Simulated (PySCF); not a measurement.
# C₄H₅F₃N₂Si+ (doublet): open-shell or spin-flip excitations

Wanted: open-shell or spin-flip excitations for C₄H₅F₃N₂Si+ (doublet) (`FC(F)(F)c1nccn1[SiH3]`).

Programs: PySCF 2.14.0, with routines of our own; each step states its level. All values are computed. Atoms count from 0.

### 1 The starting structure

15 atoms, charge 1, multiplicity 2; geometry from: GFN2-xTB.

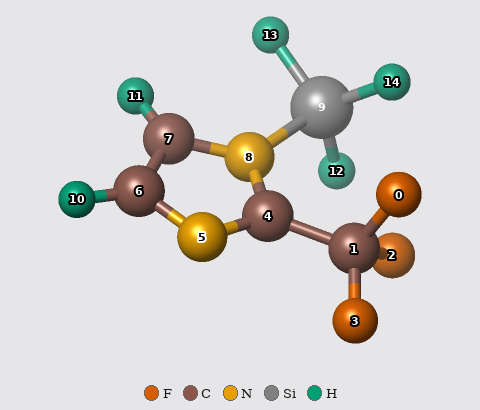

The starting geometry (fluorine orange, carbon brown, nitrogen amber, silicon grey, hydrogen teal).

### 2 Open-shell or spin-flip excitations: unrestricted TDDFT PBE0/def2-SVP

The job: settings as JSON, then the geometry in Å.

```
{"job": {"kind": "uabs", "xc": "PBE0", "basis": "def2-SVP", "nstates": 10, "tda": false}, "charge": 1, "multiplicity": 2}
F     -1.347893    -1.579165     1.560246
C     -1.522607    -1.204360     0.289336
F     -0.907941    -2.136039    -0.463772
F     -2.805242    -1.210668     0.010806
C     -0.881175     0.132798     0.045021
N     -1.497101     1.286079     0.022424
C     -0.583648     2.242053    -0.127815
C      0.669315     1.616067    -0.198100
N      0.467439     0.284198    -0.134293
Si     1.725880    -1.040186    -0.134175
H     -0.843827     3.278199    -0.241027
H      1.633658     2.049250    -0.380999
H      1.549305    -1.683894    -1.429410
H      2.908122    -0.192990     0.093270
H      1.431302    -1.833353     1.066574
```

Level: unrestricted TDDFT PBE0/def2-SVP, vertical, gas phase, core orbitals frozen in the response.

Launch:

```sh
$ OMP_NUM_THREADS=1 python excited_run.py task.json out
```

One launch serves the whole session: the jobs run in the order shown.

The program printed:

```text
coarse grid: 14456 points
cycle   1  E = -852.1189848932  dE =  2.226e+00  |g| = 7.084e-01  |ddm| = 3.048e+00
cycle   2  E = -851.7692836574  dE =  3.497e-01  |g| = 1.215e+00  |ddm| = 1.610e+00
cycle   3  E = -852.3028030367  dE = -5.335e-01  |g| = 1.847e-01  |ddm| = 1.079e+00
cycle   4  E = -852.3165813642  dE = -1.378e-02  |g| = 6.279e-02  |ddm| = 2.025e-01
cycle   5  E = -852.3184274965  dE = -1.846e-03  |g| = 2.160e-02  |ddm| = 7.165e-02
cycle   6  E = -852.3187443214  dE = -3.168e-04  |g| = 8.360e-03  |ddm| = 2.855e-02
cycle   7  E = -852.3188674922  dE = -1.232e-04  |g| = 4.094e-03  |ddm| = 2.057e-02
cycle   8  E = -852.3189414222  dE = -7.393e-05  |g| = 1.576e-03  |ddm| = 2.396e-02
cycle   9  E = -852.3189553347  dE = -1.391e-05  |g| = 9.476e-04  |ddm| = 1.047e-02
cycle  10  E = -852.3189589571  dE = -3.622e-06  |g| = 6.760e-04  |ddm| = 5.013e-03
final grid: 140416 points
cycle  11  E = -852.4236883370  dE = -3.731e-05  |g| = 4.631e-03  |ddm| = 1.966e-02
cycle  12  E = -852.4236843264  dE =  4.011e-06  |g| = 6.041e-03  |ddm| = 8.888e-03
cycle  13  E = -852.4236979526  dE = -1.363e-05  |g| = 4.650e-04  |ddm| = 4.703e-03
cycle  14  E = -852.4236981443  dE = -1.917e-07  |g| = 2.545e-04  |ddm| = 8.194e-04
cycle  15  E = -852.4236982513  dE = -1.070e-07  |g| = 1.369e-04  |ddm| = 6.296e-04
cycle  16  E = -852.4236983214  dE = -7.009e-08  |g| = 7.783e-05  |ddm| = 6.199e-04
cycle  17  E = -852.4236983618  dE = -4.040e-08  |g| = 4.581e-05  |ddm| = 6.620e-04
cycle  18  E = -852.4236983692  dE = -7.371e-09  |g| = 1.961e-05  |ddm| = 2.932e-04
cycle  19  E = -852.4236983703  dE = -1.158e-09  |g| = 9.606e-06  |ddm| = 1.178e-04
cycle  20  E = -852.4236983705  dE = -1.660e-10  |g| = 6.179e-06  |ddm| = 3.619e-05
converged SCF energy = -852.4236983705

Static polarisability (au): isotropic 68.816, principal 49.104 74.319 83.026

<S^2> of the reference = 0.7682 (exact 0.7500)

Excitations
state   eV       nm        f      <S^2>   main configurations
  1   1.0837   1144.1   0.00015   0.781   Hb->Lb 0.98
  2   1.7926    691.6   0.00092   0.790   H-1b->Lb 0.85, H-3b->Lb 0.12
  3   2.9454    420.9   0.00211   0.772   H-2b->Lb 0.96
  4   3.3888    365.9   0.00785   0.781   H-3b->Lb 0.85, H-1b->Lb 0.12
  5   3.9699    312.3   0.00181   0.784   H-5b->Lb 0.95
  6   4.2891    289.1   0.00041   0.775   H-4b->Lb 0.99
  7   4.5078    275.0   0.00020   0.782   H-8b->Lb 0.59, H-7b->Lb 0.21, H-6b->Lb 0.14
  8   4.7664    260.1   0.01705   0.842   H-6b->Lb 0.67, H-7b->Lb 0.18
  9   4.9012    253.0   0.00034   0.780   H-7b->Lb 0.52, H-8b->Lb 0.31, H-6b->Lb 0.10
 10   5.1229    242.0   0.00077   2.305   Ha->La 0.69, Ha->L+1a 0.15
```

It took 83 s on 1 thread of Arm Neoverse V1, shared host; peak memory 0.66 GiB.

From this job:

```
quantity  value
    ⟨S²⟩  0.768
```

Löwdin spin populations:

F0 0.02; C1 0.00; F2 0.01; F3 0.00; C4 0.37; N5 -0.07; C6 0.32; C7 0.40; N8 -0.04; Si9 0.00; H10 0.00; H11 0.00; H12 0.00; H13 0.00; H14 0.00

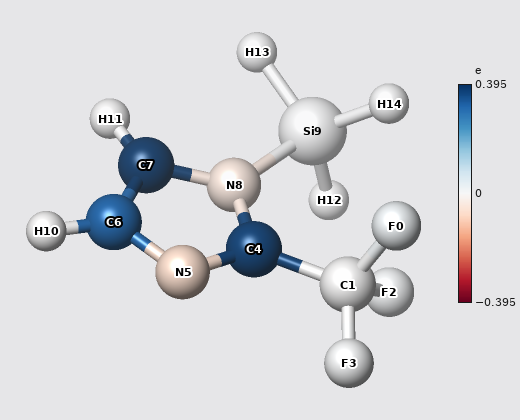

Löwdin spin populations, as colours on the atoms.

### 3 Open-shell or spin-flip excitations: unrestricted TDDFT PBE0/def2-SVP in dichloromethane

The job, as its differences from that of step 2:

```diff
@@ -1,2 +1,2 @@
-{"job": {"kind": "uabs", "xc": "PBE0", "basis": "def2-SVP", "nstates": 10, "tda": false}, "charge": 1, "multiplicity": 2}
+{"job": {"kind": "uabs", "xc": "PBE0", "basis": "def2-SVP", "nstates": 10, "tda": false, "solvent": "dichloromethane", "pol": false}, "charge": 1, "multiplicity": 2}
 F     -1.347893    -1.579165     1.560246
```

Level: unrestricted TDDFT PBE0/def2-SVP, vertical, IEF-PCM dichloromethane (non-equilibrium linear response), core orbitals frozen in the response.

The program printed:

```text
coarse grid: 14456 points
cycle   1  E = -852.2133756753  dE =  2.133e+00  |g| = 6.886e-01  |ddm| = 3.047e+00
cycle   2  E = -851.9868730536  dE =  2.265e-01  |g| = 1.081e+00  |ddm| = 1.380e+00
cycle   3  E = -852.3967094135  dE = -4.098e-01  |g| = 8.972e-02  |ddm| = 8.489e-01
cycle   4  E = -852.3992697997  dE = -2.560e-03  |g| = 5.702e-02  |ddm| = 1.181e-01
cycle   5  E = -852.4008068781  dE = -1.537e-03  |g| = 1.407e-02  |ddm| = 5.555e-02
cycle   6  E = -852.4009449942  dE = -1.381e-04  |g| = 5.539e-03  |ddm| = 1.786e-02
cycle   7  E = -852.4009834088  dE = -3.841e-05  |g| = 3.529e-03  |ddm| = 1.083e-02
cycle   8  E = -852.4010001666  dE = -1.676e-05  |g| = 1.088e-03  |ddm| = 9.222e-03
cycle   9  E = -852.4010012921  dE = -1.125e-06  |g| = 6.000e-04  |ddm| = 2.265e-03
final grid: 140416 points
cycle  10  E = -852.5056836003  dE = -3.562e-05  |g| = 5.043e-03  |ddm| = 1.949e-02
cycle  11  E = -852.5056773521  dE =  6.248e-06  |g| = 6.721e-03  |ddm| = 9.336e-03
cycle  12  E = -852.5056940604  dE = -1.671e-05  |g| = 5.731e-04  |ddm| = 5.081e-03
cycle  13  E = -852.5056942242  dE = -1.638e-07  |g| = 2.143e-04  |ddm| = 7.031e-04
cycle  14  E = -852.5056942599  dE = -3.576e-08  |g| = 8.975e-05  |ddm| = 3.079e-04
cycle  15  E = -852.5056942721  dE = -1.222e-08  |g| = 4.167e-05  |ddm| = 1.888e-04
cycle  16  E = -852.5056942779  dE = -5.816e-09  |g| = 3.105e-05  |ddm| = 1.636e-04
cycle  17  E = -852.5056942803  dE = -2.361e-09  |g| = 1.582e-05  |ddm| = 1.212e-04
cycle  18  E = -852.5056942808  dE = -4.675e-10  |g| = 4.924e-06  |ddm| = 6.119e-05
converged SCF energy = -852.5056942808

<S^2> of the reference = 0.7696 (exact 0.7500)

Excitations
state   eV       nm        f      <S^2>   main configurations
  1   1.4264    869.2   0.00014   0.780   Hb->Lb 0.98
  2   1.9473    636.7   0.00081   0.789   H-1b->Lb 0.88, H-3b->Lb 0.10
  3   3.2298    383.9   0.00196   0.774   H-2b->Lb 0.97
  4   3.6547    339.2   0.00961   0.781   H-3b->Lb 0.87, H-1b->Lb 0.10
  5   4.4952    275.8   0.00232   0.792   H-4b->Lb 0.71, H-6b->Lb 0.23
  6   4.6577    266.2   0.00013   0.783   H-6b->Lb 0.68, H-4b->Lb 0.25
  7   5.0915    243.5   0.00028   0.781   H-5b->Lb 0.98
  8   5.1340    241.5   0.00351   1.087   H-7b->Lb 0.30, H-2a->La 0.20, H-12b->Lb 0.14, H-1a->La 0.11
  9   5.3038    233.8   0.00148   2.316   Ha->La 0.57, H-1a->La 0.12, Ha->L+1a 0.11, Hb->L+1b 0.08
 10   5.4727    226.6   0.00018   0.814   H-8b->Lb 0.58, H-11b->Lb 0.19, H-10b->Lb 0.12
```

Run time: 68 s. Hardware: 1 thread of Arm Neoverse V1, shared host; peak memory 0.72 GiB.

In short:

```
quantity  value
    ⟨S²⟩  0.770
```

### 4 Open-shell or spin-flip excitations: unrestricted TDA PBE0/def2-SVP in water

The job, as its differences from that of step 3:

```diff
@@ -1,2 +1,2 @@
-{"job": {"kind": "uabs", "xc": "PBE0", "basis": "def2-SVP", "nstates": 10, "tda": false, "solvent": "dichloromethane", "pol": false}, "charge": 1, "multiplicity": 2}
+{"job": {"kind": "uabs", "xc": "PBE0", "basis": "def2-SVP", "nstates": 2, "tda": true, "solvent": "water", "scf": {"conv": 1e-06, "fallback": true}}, "charge": 1, "multiplicity": 2}
 F     -1.347893    -1.579165     1.560246
```

With the program's defaults for keys left out, this is: unrestricted TDA PBE0/def2-SVP, vertical, IEF-PCM water (non-equilibrium linear response), core orbitals frozen in the response.

The program printed:

```text
final grid: 140416 points
cycle   1  E = -852.3289685931  dE =  2.126e+00  |g| = 6.874e-01  |ddm| = 3.047e+00
cycle   2  E = -852.1112608766  dE =  2.177e-01  |g| = 1.070e+00  |ddm| = 1.360e+00
cycle   3  E = -852.5117779067  dE = -4.005e-01  |g| = 8.553e-02  |ddm| = 8.337e-01
cycle   4  E = -852.5141307250  dE = -2.353e-03  |g| = 5.438e-02  |ddm| = 1.131e-01
cycle   5  E = -852.5155341865  dE = -1.403e-03  |g| = 1.397e-02  |ddm| = 5.343e-02
cycle   6  E = -852.5156691918  dE = -1.350e-04  |g| = 5.380e-03  |ddm| = 1.747e-02
cycle   7  E = -852.5157052106  dE = -3.602e-05  |g| = 3.519e-03  |ddm| = 1.055e-02
cycle   8  E = -852.5157206474  dE = -1.544e-05  |g| = 1.038e-03  |ddm| = 8.680e-03
cycle   9  E = -852.5157215762  dE = -9.287e-07  |g| = 5.408e-04  |ddm| = 2.021e-03
converged SCF energy = -852.5157215762

Static polarisability (au): isotropic 87.097, principal 63.841 92.033 105.416

<S^2> of the reference = 0.7698 (exact 0.7500)

Excitations
state   eV       nm        f      <S^2>   main configurations
  1   1.5212    815.0   0.00017   0.778   Hb->Lb 0.97
  2   2.0865    594.2   0.00064   0.779   H-1b->Lb 0.89, H-3b->Lb 0.09
```

Run time: 46 s. Hardware: 1 thread of Arm Neoverse V1, shared host; peak memory 0.72 GiB.

Key values:

```
quantity  value
    ⟨S²⟩  0.770
```

### 5 Results

| quantity | value |
| --- | --- |
| lowest and brightest state of nearly pure spin, of 10 (step 2, unrestricted TDDFT PBE0/def2-SVP) | 1.08 eV; 4.77 eV, f = 0.017 |
| lowest and brightest state of nearly pure spin, of 10 (step 3, unrestricted TDDFT PBE0/def2-SVP in dichloromethane) | 1.43 eV; 3.65 eV, f = 0.010 |
| lowest and brightest state of nearly pure spin, of 2 (step 4, unrestricted TDA PBE0/def2-SVP in water) | 1.52 eV; 2.09 eV, f = 0.001 |

In words: States whose ⟨S²⟩ lies well above the reference's are mixtures of spin states, an artefact of the unrestricted response, and are left out of the summary. The lowest state of nearly pure spin runs from 1.08 to 1.52 eV over the runs.
